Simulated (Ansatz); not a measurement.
**CH₂OSi₂ (SMILES O=[SiH]C=[Si]): density, localisation and related maps**

Input file:

```
crystal:
  periodic: [false, false, false]
  atoms:
    - {symbol: C, position_ang: [1.533455, -0.146293, -1.192769]}
    - {symbol: O, position_ang: [-0.180476, -1.776252, 0.673241]}
    - {symbol: Si, position_ang: [-0.016270, -0.670520, -0.380863]}
    - {symbol: Si, position_ang: [1.564410, 1.115642, -2.362873]}
    - {symbol: H, position_ang: [-1.168909, 0.133794, -0.877460]}
    - {symbol: H, position_ang: [2.414269, -0.706003, -0.863587]}
basis:
  gaussian:
    orbitals: def2-TZVPD
hamiltonian:
  xc: pbe0
output: {forces: true, orbitals: {seedname: orbitals}}
```

Launched as:

```sh
ansatz run input.yaml --threads 1 --pin off --max-ram 2610MiB --events-out events.jsonl --progress --plain --runs-dir runs
```

Geometry: B3LYP/6-31G*.

Level of theory: isolated molecule in a Gaussian basis; Kohn-Sham density functional theory, functional PBE0 in Ansatz.

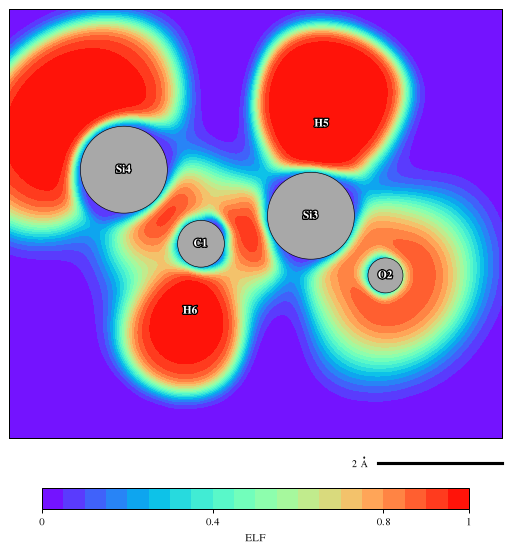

Figure 1. Electron localisation function on the molecular plane. Grey discs cover the atomic cores.

> Interpret the plot.

The section cuts through C, O, Si and H sites.
Si–O (1.54 Å): the ELF peaks at about 0.80 between the atoms; a polar covalent bond.
C–Si (1.72 Å): the ELF peaks at about 0.90 between the atoms (a covalent bond).
C–H (1.09 Å): the ELF climbs to about 1 towards the hydrogen, as it does in any bond to H: an ordinary covalent bond to hydrogen.
C–Si (1.83 Å): the ELF peaks at about 0.95 between the atoms: a covalent bond.
Si–H (1.49 Å): the ELF climbs to about 1 towards the hydrogen.
The ELF also peaks beside O2 and Si4, away from the bonds: lone-pair regions.

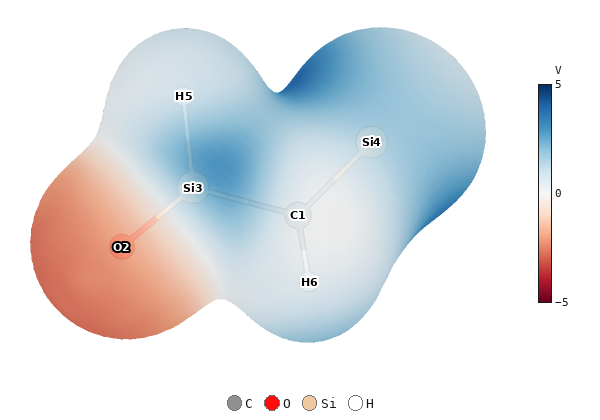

Figure 2. The molecular electrostatic potential painted on the density surface at 0.004 e/bohr³, seen at a tilt; red is negative and blue positive.

> Describe the electrostatic potential map.

The most negative region (about −2.7 V) lies over O2, the most positive (about +3.9 V) over Si4. O2 is the likeliest acceptor of a hydrogen bond.

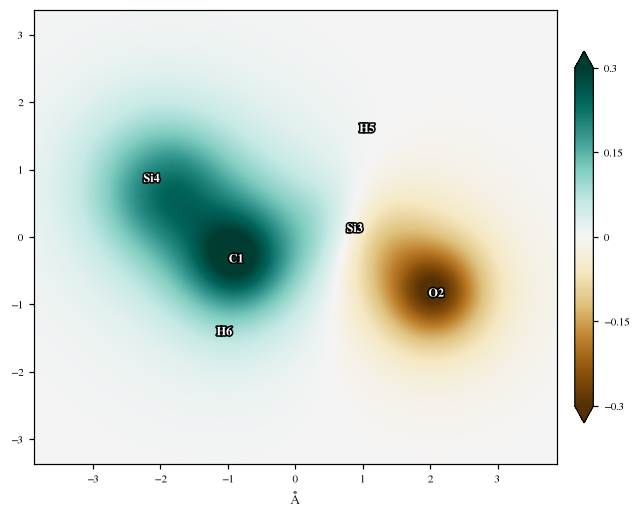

Figure 3. The HOMO−1 on a plane 0.8 Å above the molecular plane (values in Å⁻³ᐟ²; the overall sign is arbitrary).

> Describe this orbital and give its energy.

Its weight (Hirshfeld) is mainly on C1 (about 30 %), O2 (about 30 %), Si4 (about 25 %) and Si3 (about 10 %); it changes sign across the molecular plane (π type); π-bonding across C1–Si4 and O2–Si3; π-antibonding (a node) across C1–Si3. Its energy is −7.67 eV.
